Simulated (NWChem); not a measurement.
# PBE0/4-31G (SMD nitromethane) run of P2H4

Aim: the energy change on altering one bond length of P2H4 at PBE0/4-31G (SMD nitromethane), from 2 runs. 

The calculation is run with NWChem 7.3.0.

1 further run of the same task is left out (set aside as unsound or not needed).

## (1) Starting point

P2H4 has 6 atoms, charge 0, and is taken as a singlet. The coordinates come from a GFN2-xTB relaxation.

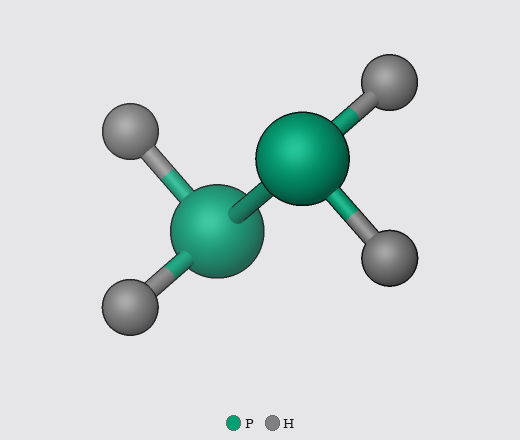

Viewed from a chosen angle; phosphorus teal, hydrogen grey.

## (2) Energy and gradient at PBE0/4-31G (SMD nitromethane)

nw.nw reads:

```
start nw
memory stack 880 mb heap 220 mb global 1100 mb

geometry units angstroms noautosym nocenter noautoz
   P     -0.283120    -0.174900    -1.025310
   P      0.283570     0.173040     1.022920
   H     -1.638040     0.064280    -0.786220
   H     -0.441740    -1.549570    -0.845880
   H      1.639250    -0.062150     0.789640
   H      0.440080     1.549300     0.844850
end

basis spherical
   P library 4-31G
   H library 4-31G
end

cosmo
   do_cosmo_smd true
   solvent ch3no2
end

dft
   xc pbe0
   grid fine
   convergence energy 1e-08
end

task dft gradient
```

On the command line:

```bash
nwchem nw.nw > nw.out
```

What it wrote:

```text
[...]
          Wavefunction type:  closed shell.
          No. of atoms     :     6
          No. of electrons :    34
[...]
          Charge           :     0
          Spin multiplicity:     1
[...]
          AO basis - number of functions:    34
[...]
              XC Information
              --------------
                         PBE0 Method XC Functional
                     Hartree-Fock (Exact) Exchange  0.250
          PerdewBurkeErnzerhof Exchange Functional  0.750
            Perdew 1991 LDA Correlation Functional  1.000 local
           PerdewBurkeErnz. Correlation Functional  1.000 non-local
[...]
 d= 0,ls=0.0,diis     1   -683.9448999069 -7.75D+02  1.58D-02  1.83D-01     0.3
[...]
 d= 0,ls=0.0,diis     6   -683.9705904723 -2.49D-10  2.26D-07  7.73D-12     3.0
         Total DFT energy =     -683.970590472287
      One electron energy =    -1126.372566874804
           Coulomb energy =      398.997308773008
    Exchange-Corr. energy =      -47.671947109822
 Nuclear repulsion energy =       91.209737954825
             COSMO energy =       -0.133123215494
[...]
  wavefunction    = closed shell
                         DFT ENERGY GRADIENTS
    atom               coordinates                        gradient
                 x          y          z           x          y          z
   1 P      -0.535019  -0.330513  -1.937555    0.001417  -0.002036   0.066547
   2 P       0.535870   0.326998   1.933039   -0.001233   0.001380  -0.066789
   3 H      -3.095447   0.121472  -1.485740    0.020924  -0.005741  -0.000447
   4 H      -0.834768  -2.928263  -1.598481    0.000611   0.022172   0.000285
   5 H       3.097733  -0.117446   1.492203   -0.021206   0.005864   0.000750
   6 H       0.831631   2.927752   1.596535   -0.000475  -0.021702  -0.000323
[...]
```

It took 3.9 s on 1 thread of AMD EPYC 9R45 (Zen 5), shared host; peak memory 0.12 GiB.

## (3) The distorted shape, same level

h4p2.nw reads:

```
start h4p2
title "H4P2 gradient"
memory total 2200 mb

geometry noautosym nocenter noautoz
 P       -0.203810       0.512435      -1.115025
 P        0.362880       0.860375       0.933205
 H       -1.558730       0.751615      -0.875935
 H       -0.441740      -1.549570      -0.845880
 H        1.718560       0.625185       0.699925
 H        0.519390       2.236635       0.755135
end

basis spherical
 * library 4-31G
end

cosmo
 do_cosmo_smd true
 solvent ch3no2
end

dft
 xc pbe0
 mult 1
 grid fine
 convergence energy 1e-08
end

task dft gradient
```

On the command line:

```bash
nwchem h4p2.nw > h4p2.out
```

What it wrote:

```text
[...]
          Wavefunction type:  closed shell.
          No. of atoms     :     6
          No. of electrons :    34
[...]
          Charge           :     0
          Spin multiplicity:     1
[...]
          AO basis - number of functions:    34
[...]
              XC Information
              --------------
                         PBE0 Method XC Functional
                     Hartree-Fock (Exact) Exchange  0.250
          PerdewBurkeErnzerhof Exchange Functional  0.750
            Perdew 1991 LDA Correlation Functional  1.000 local
           PerdewBurkeErnz. Correlation Functional  1.000 non-local
[...]
 d= 0,ls=0.0,diis     1   -683.8867965440 -7.73D+02  1.73D-02  1.83D-01     0.3
[...]
 d= 0,ls=0.0,diis     7   -683.9127886141 -6.96D-10  4.92D-07  4.76D-11     3.5
         Total DFT energy =     -683.912788614087
      One electron energy =    -1121.292598336405
           Coulomb energy =      396.249777797613
    Exchange-Corr. energy =      -47.542772338706
 Nuclear repulsion energy =       88.772840725551
             COSMO energy =       -0.100036462140
[...]
  wavefunction    = closed shell
                         DFT ENERGY GRADIENTS
    atom               coordinates                        gradient
                 x          y          z           x          y          z
   1 P      -0.385145   0.968362  -2.107092    0.004770   0.077184   0.060445
   2 P       0.685744   1.625873   1.763502   -0.002121   0.005079  -0.068399
   3 H      -2.945573   1.420346  -1.655277    0.023309  -0.002143  -0.001724
   4 H      -0.834768  -2.928263  -1.598481   -0.005829  -0.063322   0.007931
   5 H       3.247607   1.181428   1.322666   -0.020635   0.005891   0.000833
   6 H       0.981505   4.226627   1.426998    0.000544  -0.022752   0.000937
[...]
```

Run time: 4.5 s. Hardware: 1 thread of AMD EPYC 9R45 (Zen 5), shared host; peak memory 0.12 GiB.

## (4) Outcome

Level: PBE0/4-31G (SMD nitromethane).

| quantity | value |
| --- | --- |
| first shape: total energy | -683.97059 Eh |
| first shape: dipole moment | 0.00 D |
| first shape: HOMO energy | -6.66 eV |
| first shape: LUMO energy | 0.65 eV |
| first shape: HOMO–LUMO gap | 7.30 eV |
| first shape: solvent term in the energy | -11.0 kJ/mol |
| first shape: largest force on an atom | 3.436 eV/Å |
| distorted shape: total energy | -683.91279 Eh |
| distorted shape: dipole moment | 1.35 D |
| distorted shape: HOMO energy | -6.80 eV |
| distorted shape: LUMO energy | -1.89 eV |
| distorted shape: HOMO–LUMO gap | 4.91 eV |
| distorted shape: solvent term in the energy | -9.0 kJ/mol |
| distorted shape: largest force on an atom | 5.047 eV/Å |
| energy change with the P1–H4 bond stretched from 1.395 to 2.093 Å | 1.573 eV |

What this shows: With the P1–H4 bond stretched from 1.395 to 2.093 Å the energy rises by 1.57 eV (36 kcal/mol). The first shape isn't relaxed at this level, so the change isn't measured from a minimum. The largest force (first shape) is 3.44 eV/Å: the shape isn't a stationary point for this species at this level.
